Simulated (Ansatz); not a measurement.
# Which site? a vacancy of Ge in amorphous Ge (83 atoms), part 4 of 4

Aim: make a vacancy of Ge at several sites of amorphous Ge (83 atoms), relax each, and compare their energies.

Ansatz 0.2.0; Kohn-Sham DFT, PBE, PAW (set soft_1), plane waves.

The cell: 83 Ge. The quench rate of 20 K/ps is orders of magnitude faster than experiment. The network of bonds at the start is that of the classical potential that made the cell. Only the Γ point is sampled, in a cell whose shortest periodic width is 12 Å.

So far. Step 9 (Vacancy of Ge, site Ge44): The relaxation converged after 14 steps, 1.65 eV below its start, with a largest force component of 0.047 eV/Å.

### Step 10. Vacancy of Ge, site Ge59

The site has 4 bonded neighbours (Ge4) at 2.49 Å on average. 

The input, input.yaml:

```yaml
crystal:
  lattice:
    - [12.3432, 0.0, 0.0]
    - [0.0, 12.3432, 0.0]
    - [0.0, 0.0, 12.3432]
  atoms:
    [... atom lines 1 to 55 left out ...]
    - { symbol: Ge, position: [0.28169, 0.54456, 0.3027] }
    - { symbol: Ge, position: [0.78474, 0.53217, 0.72481] }
    - { symbol: Ge, position: [0.98603, 0.5738, 0.00779] }
    - { symbol: Ge, position: [0.45107, 0.49325, 0.40345] }
    - { symbol: Ge, position: [0.44634, 0.29894, 0.45995] }
    - { symbol: Ge, position: [0.58384, 0.19634, 0.86538] }
    - { symbol: Ge, position: [0.63556, 0.67182, 0.70613] }
    [... atom lines 63 to 82 left out ...]
kpoints:
  mp_grid: { grid: [1, 1, 1] }
hamiltonian:
  xc: pbe
  pseudopotentials: { kind: paw, azcp: { folder: soft_1 } }
scf:
  occupations: { method: fermi_dirac, width: 0.05 }
output:
  forces: true
  eigenvalues: true
relax:
  f_tol: 0.05
  max_steps: 90
```

The run is started by

```bash
$ ansatz run input.yaml --threads 8 --pin off --max-ram 15872MiB --backend cpu --events-out ev --progress --plain --runs-dir out
```

Numbers of over 12 decimals in the logs are rounded to 6 here.

Log:

```text
[...]
Crystal: 82 atoms, lattice volume = 1880.543 Å³
Basis set: ecut = 420 eV, 36785 PW (Γ), exchange–correlation on 180×180×180 points (8 copies of the dense FFT grid, shifted against one another)
Bands: 689, of which v1, the nominal top of the filled ones, is band 574 counted from 1 (573 counted from 0)
Symmetry: 1 space group operations
[...]
k-points: 1
[...]
SCF iter   1: F=—  HF=-352170.957930 eV  |F-HF|=—  |Δ(HF+E_count)|=         —  Δρ=2.83e-2  dr2=1.55e1  ethr=3.10e-3  ⟨swp⟩=6.0  Hψ=2458  notcnv=0
[...]
SCF iter   7: F=—  HF=-352169.206266 eV  |F-HF|=—  |Δ(HF+E_count)|=   1.58e-5  Δρ=3.33e-5  dr2=7.23e-5  ethr=4.14e-8  ⟨swp⟩=2.0  Hψ=1177  notcnv=0  defer=87
SCF iter   8: F=-352169.206258 eV  HF=-352169.206262 eV  |F-HF|=3.80e-6  |Δ(HF+E_count)|=   3.96e-6  Δρ=1.22e-5  dr2=7.32e-6  ethr=5.44e-9  ⟨swp⟩=9.0  Hψ=3194  notcnv=0
SCF 1 converged in 8 iterations: F = -352169.206258 eV  dr2 = 7.32e-6
[...]
relax step   1: F+E_penalty+E_count = -352169.20625825 eV  Δ(F+E_penalty+E_count) = +0.000e0 eV  max|allowed force component| = 1.005e0 eV/Å  Δτ_max = 0.0000 Å  (8 SCF iters, dr2 threshold 6.25e-5 eV, accepted)
[...]
relax step   2: F+E_penalty+E_count = -352169.76068210 eV  Δ(F+E_penalty+E_count) = -5.544e-1 eV  max|allowed force component| = 9.275e-1 eV/Å  Δτ_max = 0.1948 Å  (5 SCF iters, dr2 threshold 6.31e-5 eV, accepted)
[...]
relax step   3: F+E_penalty+E_count = -352170.22638299 eV  Δ(F+E_penalty+E_count) = -4.657e-1 eV  max|allowed force component| = 7.208e-1 eV/Å  Δτ_max = 0.1949 Å  (5 SCF iters, dr2 threshold 5.38e-5 eV, accepted)
relax step   4: F+E_penalty+E_count = -352170.62667250 eV  Δ(F+E_penalty+E_count) = -4.003e-1 eV  max|allowed force component| = 3.430e-1 eV/Å  Δτ_max = 0.1996 Å  (5 SCF iters, dr2 threshold 1.00e-4 eV, accepted)
relax step   5: F+E_penalty+E_count = -352170.84652426 eV  Δ(F+E_penalty+E_count) = -2.199e-1 eV  max|allowed force component| = 4.229e-1 eV/Å  Δτ_max = 0.1949 Å  (6 SCF iters, dr2 threshold 2.66e-5 eV, accepted)
relax step   6: F+E_penalty+E_count = -352170.94981759 eV  Δ(F+E_penalty+E_count) = -1.033e-1 eV  max|allowed force component| = 1.264e-1 eV/Å  Δτ_max = 0.1304 Å  (5 SCF iters, dr2 threshold 4.05e-5 eV, accepted)
relax step   7: F+E_penalty+E_count = -352170.99632642 eV  Δ(F+E_penalty+E_count) = -4.651e-2 eV  max|allowed force component| = 1.035e-1 eV/Å  Δτ_max = 0.1951 Å  (8 SCF iters, accepted)
relax step   8: F+E_penalty+E_count = -352171.01545273 eV  Δ(F+E_penalty+E_count) = -1.913e-2 eV  max|allowed force component| = 8.887e-2 eV/Å  Δτ_max = 0.1066 Å  (7 SCF iters, accepted)
relax step   9: F+E_penalty+E_count = -352171.02676424 eV  Δ(F+E_penalty+E_count) = -1.131e-2 eV  max|allowed force component| = 4.006e-2 eV/Å  Δτ_max = 0.0413 Å  (5 SCF iters, dr2 threshold 5.29e-6 eV, accepted)
relax step  10: F+E_penalty+E_count = -352171.02676667 eV  Δ(F+E_penalty+E_count) = -2.434e-6 eV  max|allowed force component| = 4.008e-2 eV/Å  Δτ_max = 0.0000 Å  (4 SCF iters, accepted)
relax step  11: F+E_penalty+E_count = -352171.03513483 eV  Δ(F+E_penalty+E_count) = -8.368e-3 eV  max|allowed force component| = 4.699e-2 eV/Å  Δτ_max = 0.0543 Å  (7 SCF iters, accepted)
relax step  12: F+E_penalty+E_count = -352171.04819586 eV  Δ(F+E_penalty+E_count) = -1.306e-2 eV  max|allowed force component| = 8.759e-2 eV/Å  Δτ_max = 0.1164 Å  (8 SCF iters, accepted)
relax step  13: F+E_penalty+E_count = -352171.06784451 eV  Δ(F+E_penalty+E_count) = -1.965e-2 eV  max|allowed force component| = 1.103e-1 eV/Å  Δτ_max = 0.1947 Å  (6 SCF iters, dr2 threshold 7.67e-6 eV, accepted)
relax step  14: F+E_penalty+E_count = -352171.08792394 eV  Δ(F+E_penalty+E_count) = -2.008e-2 eV  max|allowed force component| = 1.179e-1 eV/Å  Δτ_max = 0.0906 Å  (6 SCF iters, dr2 threshold 1.22e-5 eV, accepted)
relax step  15: F+E_penalty+E_count = -352171.12468070 eV  Δ(F+E_penalty+E_count) = -3.676e-2 eV  max|allowed force component| = 7.009e-2 eV/Å  Δτ_max = 0.1558 Å  (8 SCF iters, dr2 threshold 1.39e-5 eV, accepted)
relax step  16: F+E_penalty+E_count = -352171.14869400 eV  Δ(F+E_penalty+E_count) = -2.401e-2 eV  max|allowed force component| = 9.705e-2 eV/Å  Δτ_max = 0.1119 Å  (11 SCF iters, accepted)
relax step  17: F+E_penalty+E_count = -352171.17453716 eV  Δ(F+E_penalty+E_count) = -2.584e-2 eV  max|allowed force component| = 5.938e-2 eV/Å  Δτ_max = 0.1166 Å  (8 SCF iters, dr2 threshold 3.33e-6 eV, accepted)
relax step  18: F+E_penalty+E_count = -352171.19256763 eV  Δ(F+E_penalty+E_count) = -1.803e-2 eV  max|allowed force component| = 1.404e-1 eV/Å  Δτ_max = 0.0811 Å  (11 SCF iters, accepted)
relax step  19: F+E_penalty+E_count = -352171.21197465 eV  Δ(F+E_penalty+E_count) = -1.941e-2 eV  max|allowed force component| = 6.156e-2 eV/Å  Δτ_max = 0.0618 Å  (8 SCF iters, dr2 threshold 7.38e-6 eV, accepted)
relax step  20: F+E_penalty+E_count = -352171.24622548 eV  Δ(F+E_penalty+E_count) = -3.425e-2 eV  max|allowed force component| = 1.124e-1 eV/Å  Δτ_max = 0.1585 Å  (12 SCF iters, accepted)
relax step  21: F+E_penalty+E_count = -352171.31097909 eV  Δ(F+E_penalty+E_count) = -6.475e-2 eV  max|allowed force component| = 1.658e-1 eV/Å  Δτ_max = 0.1941 Å  (12 SCF iters, accepted)
relax step  22: F+E_penalty+E_count = -352171.41690404 eV  Δ(F+E_penalty+E_count) = -1.059e-1 eV  max|allowed force component| = 1.612e-1 eV/Å  Δτ_max = 0.1925 Å  (7 SCF iters, dr2 threshold 2.75e-5 eV, accepted)
relax step  23: F+E_penalty+E_count = -352171.47779392 eV  Δ(F+E_penalty+E_count) = -6.089e-2 eV  max|allowed force component| = 4.417e-1 eV/Å  Δτ_max = 0.1929 Å  (6 SCF iters, dr2 threshold 2.46e-5 eV, accepted)
relax step  24: F+E_penalty+E_count = -352171.54664708 eV  Δ(F+E_penalty+E_count) = -6.885e-2 eV  max|allowed force component| = 1.412e-1 eV/Å  Δτ_max = 0.0678 Å  (6 SCF iters, dr2 threshold 1.00e-4 eV, accepted)
relax step  25: F+E_penalty+E_count = -352171.57751296 eV  Δ(F+E_penalty+E_count) = -3.087e-2 eV  max|allowed force component| = 1.347e-1 eV/Å  Δτ_max = 0.0611 Å  (8 SCF iters, accepted)
relax step  26: F+E_penalty+E_count = -352171.60598905 eV  Δ(F+E_penalty+E_count) = -2.848e-2 eV  max|allowed force component| = 6.867e-2 eV/Å  Δτ_max = 0.0616 Å  (8 SCF iters, accepted)
relax step  27: F+E_penalty+E_count = -352171.63904019 eV  Δ(F+E_penalty+E_count) = -3.305e-2 eV  max|allowed force component| = 8.696e-2 eV/Å  Δτ_max = 0.1127 Å  (8 SCF iters, accepted)
relax step  28: F+E_penalty+E_count = -352171.66827875 eV  Δ(F+E_penalty+E_count) = -2.924e-2 eV  max|allowed force component| = 1.703e-1 eV/Å  Δτ_max = 0.1055 Å  (8 SCF iters, accepted)
relax step  29: F+E_penalty+E_count = -352171.70169706 eV  Δ(F+E_penalty+E_count) = -3.342e-2 eV  max|allowed force component| = 1.569e-1 eV/Å  Δτ_max = 0.1193 Å  (6 SCF iters, dr2 threshold 2.90e-5 eV, accepted)
relax step  30: F+E_penalty+E_count = -352171.73668721 eV  Δ(F+E_penalty+E_count) = -3.499e-2 eV  max|allowed force component| = 1.252e-1 eV/Å  Δτ_max = 0.1157 Å  (6 SCF iters, dr2 threshold 2.09e-5 eV, accepted)
relax step  31: F+E_penalty+E_count = -352171.76580300 eV  Δ(F+E_penalty+E_count) = -2.912e-2 eV  max|allowed force component| = 9.623e-2 eV/Å  Δτ_max = 0.1196 Å  (6 SCF iters, dr2 threshold 9.97e-6 eV, accepted)
relax step  32: F+E_penalty+E_count = -352171.77812037 eV  Δ(F+E_penalty+E_count) = -1.232e-2 eV  max|allowed force component| = 9.149e-2 eV/Å  Δτ_max = 0.0864 Å  (6 SCF iters, dr2 threshold 5.47e-6 eV, accepted)
relax step  33: F+E_penalty+E_count = -352171.78355892 eV  Δ(F+E_penalty+E_count) = -5.439e-3 eV  max|allowed force component| = 4.935e-2 eV/Å  Δτ_max = 0.0544 Å  (6 SCF iters, dr2 threshold 4.95e-6 eV, accepted)
[...]
relax step  34: F+E_penalty+E_count = -352171.78355953 eV  Δ(F+E_penalty+E_count) = -6.069e-7 eV  max|allowed force component| = 4.936e-2 eV/Å  Δτ_max = 0.0000 Å  (4 SCF iters, accepted)
SCF converged after 4 iterations
Free energy (F): -352171.783560 eV
[...]
Internal energy: -352171.743615 eV  (E = F + TS)
E sigma→0 (E₀):  -352171.763587 eV
Entropy (-TS):   -0.039945 eV (-0.487 meV/atom)
Fermi energy:    8.058981 eV
[...]
Σ components = -352171.783560   (vs F -352171.783560, Δ=0.00e0)
--- Forces (eV/Å), atoms counted from 1 ---
  atom   1  Ge    -0.01062573     0.00375549     0.00526235
  atom   2  Ge     0.00404602     0.01098894    -0.00177837
  atom   3  Ge     0.00819931     0.03524685     0.00755330
  atom   4  Ge    -0.00773980    -0.01255114     0.00816964
[...]
atom  82  Ge     0.00805121    -0.00092027     0.01661888
  max |Σ_I F_I| component: 6.22e-6 eV/Å
--- Band table (eV) ---
[...]
--- Relaxed structure (34 steps of the walk, 34 accepted, 0 SCFs on fresh bases) ---
  F+E_penalty+E_count = -352171.78355953 eV   max|allowed force component| = 4.936e-2 eV/Å
  atoms:
    - { symbol: Ge, position: [0.492891, 0.884064, 0.891125] }
    - { symbol: Ge, position: [0.605592, 0.537494, 0.969204] }
    - { symbol: Ge, position: [0.448085, 0.933059, 0.690534] }
    - { symbol: Ge, position: [0.914188, 0.868126, 0.085419] }
[...]
- { symbol: Ge, position: [0.883878, 0.851794, 0.589703] }
```

Wall time 13 min (8 threads of Arm Neoverse V2, shared host); peak memory 3.4 GiB; 1.6 h of CPU time.

The relaxation converged after 34 steps, 2.58 eV below its start, with a largest force component of 0.049 eV/Å.

### Step 11. The sites compared

All these cells hold the same atoms, so their energies can be compared with no chemical potential.

| site | neighbours | mean distance (Å) | atoms within 6 Å | energy over the best site (eV) | before relaxation (eV) | gain on relaxing (eV) |
| --- | --- | --- | --- | --- | --- | --- |
| Ge6 | Ge7 | 2.85 | 38 | 0.00 | 0.00 | 1.02 |
| Ge59 | Ge4 | 2.49 | 35 | 0.05 | 1.61 | 2.58 |
| Ge43 | Ge4 | 2.54 | 39 | 0.15 | 1.00 | 1.88 |
| Ge44 | Ge5 | 2.63 | 38 | 0.39 | 1.02 | 1.65 |
| Ge10 | Ge4 | 2.51 | 37 | 0.66 | 1.05 | 1.41 |
| Ge22 | Ge4 | 2.51 | 40 | 0.67 | 1.03 | 1.37 |

Neighbours are those of the relaxed host within 3.08 Å (Ge-Ge); other pairs aren't counted.

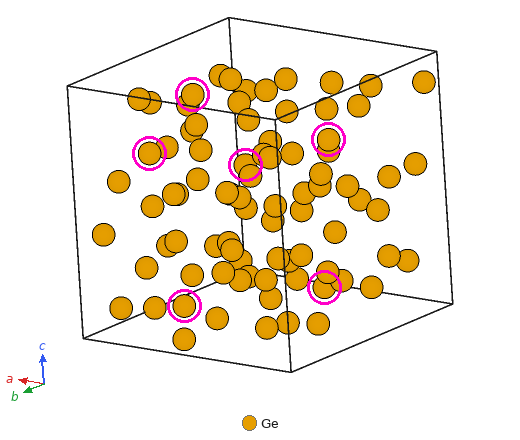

The relaxed cell with the tried sites ringed.

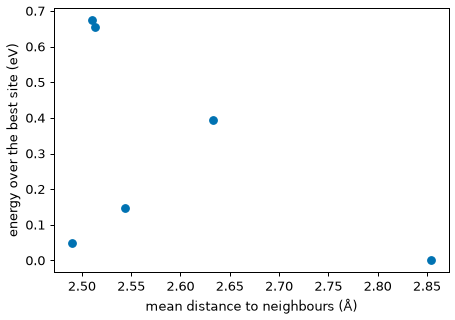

Site energy against the site's surroundings.

### Step 12. Findings

The cheapest site is Ge6 (7 neighbours, Ge7); the dearest, Ge22 (4 neighbours, Ge4), costs 0.67 eV more. By coordination the energies over the best site are 0.05 to 0.67 eV with 4 neighbours, 0.39 eV with 5 neighbours and 0.00 eV with 7 neighbours. Relaxation gains 1.0 to 2.6 eV and leaves the best site the same.

**Limits.** Defects are neutral and interact with their images. The defect cells ran without spin polarisation, so cut bonds can't carry moments. In a disordered cell the relaxation can also rearrange atoms far from the site. Only 6 of the 83 Ge sites were tried, so a cheaper one may exist. The pressure of 1.8 GPa shows the cell to be compressed for this functional.

The DFT runs together took 51 min of wall time.

[Logs are printed without paths, hosts, clocks, repeated set-up lines and the standing remarks that a program may print on its own settings, such as how far it seeks lower states.]

[Hosts, paths, dates, database ids (printed as entryN), source tags and the programs' standing remarks are cut or masked in the printed files.]
